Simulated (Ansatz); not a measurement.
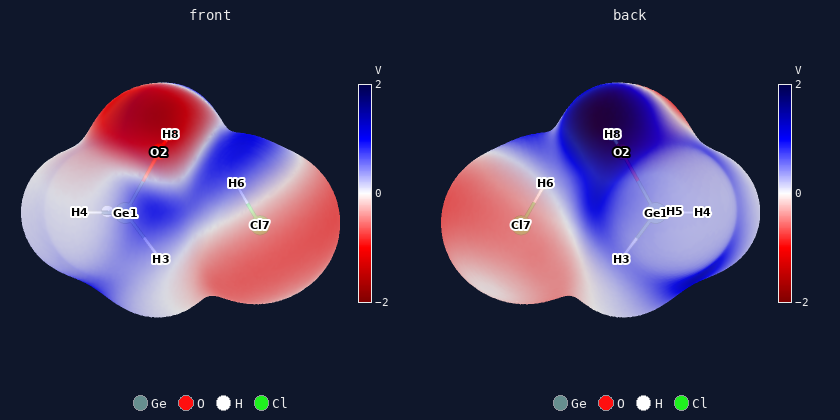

*GeH$_{4}$O···HCl. The electrostatic potential painted on the density surface at 0.001 e/bohr³, seen from the front and from behind; the colour scale runs from red (negative) to blue (positive).*

Not at a stationary point (largest force 0.9 eV/Å).

The calculation used RKS BHLYP-D4/def2-SVP in Ansatz 0.2.0.

Input file:

```
crystal:
  periodic: [false, false, false]
  atoms:
    - { symbol: Ge, position_ang: [-0.4634, -0.7687, 0.0771] }
    - { symbol: O, position_ang: [0.8222, 0.8739, 0.7016] }
    - { symbol: H, position_ang: [-1.1302, -1.7405, -0.9111] }
    - { symbol: H, position_ang: [0.5695, -1.5595, 0.8239] }
    - { symbol: H, position_ang: [-1.588, -0.0916, 0.818] }
    - { symbol: H, position_ang: [0.9921, 1.0856, -0.5361] }
    - { symbol: Cl, position_ang: [0.3076, 0.5079, -2.0434] }
    - { symbol: H, position_ang: [0.4902, 1.6929, 1.0701] }
basis:
  gaussian: { orbitals: def2-SVP }
hamiltonian:
  xc: { name: BHLYP }
  dispersion: d4
relax:
  f_tol: 0.15
  max_steps: 25
  restrain:
    - { distance: [0, 6], at: 3.52, k: 30.0 }
    - { distance: [5, 1], at: 2.27, k: 30.0 }
    - { distance: [0, 1], at: 1.86, k: 30.0 }
    - { distance: [5, 6], at: 1.33, k: 30.0 }
output:
  orbitals: {}
```

Launched as:

```sh
ansatz run input.yaml --threads 2 --pin off --max-ram 3072MiB --backend cpu --events-out ev --progress --plain --runs-dir out
```

The fields are those of the run's last geometry, not of the input's.

> Where is the surface potential most negative and most positive?

The most negative region (about −1.3 V) lies over O2, the most positive (about +1.9 V) over H8. O2 is the likeliest acceptor of a hydrogen bond.
